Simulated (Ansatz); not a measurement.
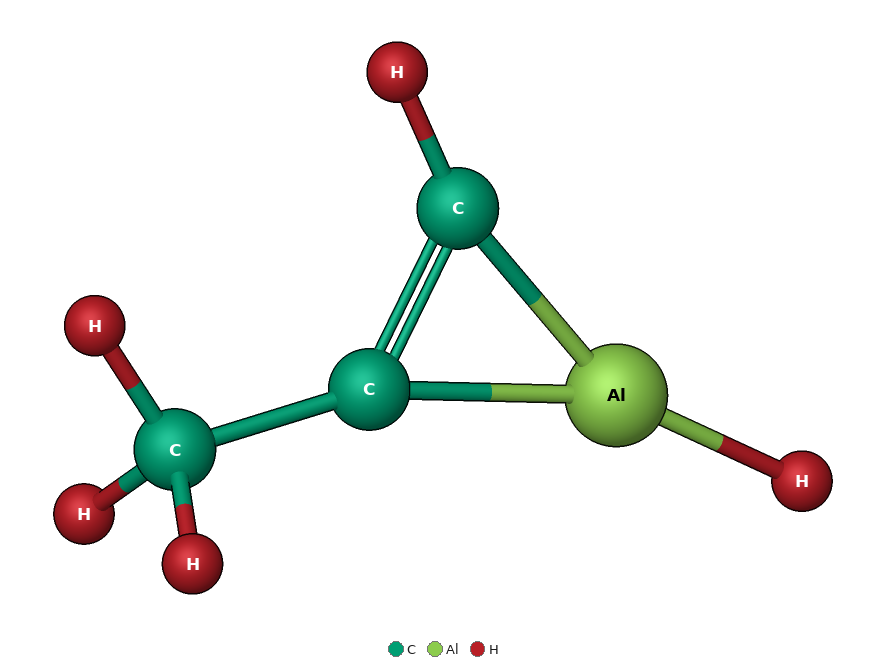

Sticks follow a distance rule. Harmonic vibrations computed with RKS PBE0-D4/def2-TZVP (Ansatz 0.2.0) at a stationary point of the same level.

**How many imaginary frequencies does it have?**

A minimum: no imaginary frequency, and the lowest mode lies at 128 cm⁻¹.

**List the wavenumbers.**

21 modes: 128, 298, 307, 465, 485, 579, 762, 845, 974, 1026, 1040, 1198, 1382, 1458, 1463, 1531, 1977, 3024, 3099, 3105, 3112 cm⁻¹.
